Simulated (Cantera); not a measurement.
A closed system holds: 1 mol Si, a varied amount of HCl, equilibrated at 177 °C and 1.33 mbar.

Equilibrium computed with Cantera from the NASA thermochemical tables; the gas is ideal and each condensed phase is pure. Candidate condensed phases: Si; 19 gas species. The numbers say what is thermodynamically allowed, not how fast it happens.

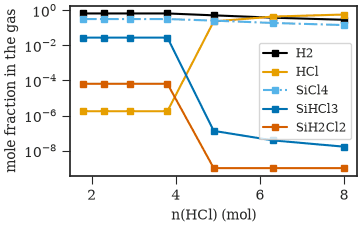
Fig. 1. Equilibrium gas composition (values under 1e-9 drawn at 1e-9)

Question: Read off the mole fractions at 2.9 mol HCl.

Answer: H₂ about 0.66, SiCl₄ about 0.31, SiHCl₃ about 0.028, SiH₂Cl₂ about 6.4e-5, HCl about 1.8e-6.
